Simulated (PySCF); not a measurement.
Consider C$_{9}$H$_{20}$OSi (SMILES C[Si](C)(C)OC1CCCCC1).

Input

```
{"job": {"xc": "PBE0", "basis": "6-31G*", "kind": "nmr", "pop": true}, "charge": 0, "multiplicity": 1}
C     -1.691625     0.236512     1.982368
Si    -2.024914     0.019021     0.111261
C     -2.403968     1.744223    -0.621022
C     -3.502817    -1.141831    -0.161068
O     -0.845982    -0.758910    -0.700085
C      0.547013    -0.627020    -0.781700
C      1.229981    -1.325082     0.395381
C      2.747027    -1.246806     0.256865
C      3.201216     0.207499     0.174219
C      2.516158     0.912903    -0.992662
C      0.999386     0.829161    -0.851936
H     -1.440555    -0.711233     2.450839
H     -0.873357     0.925633     2.176046
H     -2.565798     0.627770     2.493275
H     -3.364802     2.113214    -0.276390
H     -2.443206     1.703492    -1.705939
H     -1.657707     2.485673    -0.349607
H     -3.687115    -1.303189    -1.217605
H     -3.338329    -2.112504     0.294445
H     -4.404153    -0.721970     0.271756
H      0.835997    -1.135863    -1.713310
H      0.912972    -0.836935     1.318036
H      0.899803    -2.364386     0.433243
H      3.056034    -1.774632    -0.648276
H      3.220324    -1.738231     1.109117
H      4.285193     0.252719     0.051777
H      2.947684     0.718880     1.105512
H      2.819808     0.441711    -1.930274
H      2.824514     1.959610    -1.029254
H      0.506644     1.317642    -1.693732
H      0.682547     1.332418     0.063353
```

Run with:

```sh
OMP_NUM_THREADS=1 python ens_run.py task.json out
```

Geometry: GFN2-xTB.

Theory: PBE0/6-31G*, SCF density, gas phase, non-relativistic (PySCF 2.14.0).

> Predict the electron density and electron localisation function between the atoms.

C–O (1.40 Å): the density is about 2 e/Å³ at the midpoint, with its minimum of 1.7 e/Å³ about 0.5 Å from C; the ELF peaks at about 0.90 between the atoms; a shared but strongly polarised pair.
C–C (1.53 Å): ρ at the midpoint is about 1.7 e/Å³; the ELF peaks at about 0.95 between the atoms; localised, covalent bonding.
C–H (1.09 Å): the density is about 1.9 e/Å³ at the midpoint; the ELF climbs to about 1 towards the hydrogen, as it does in any bond to H (a covalent bond by its length).

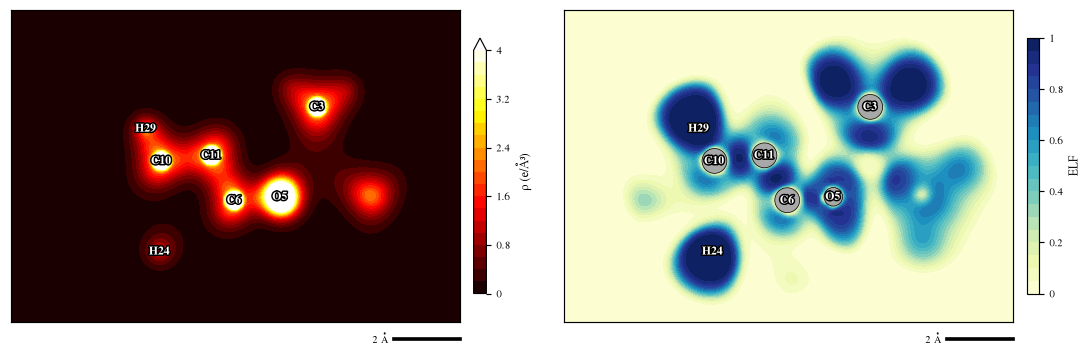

Computed electron density and electron localisation function on the plane of atoms O5, C6 and C11, in this order. Grey discs cover the atomic cores in the ELF map. 
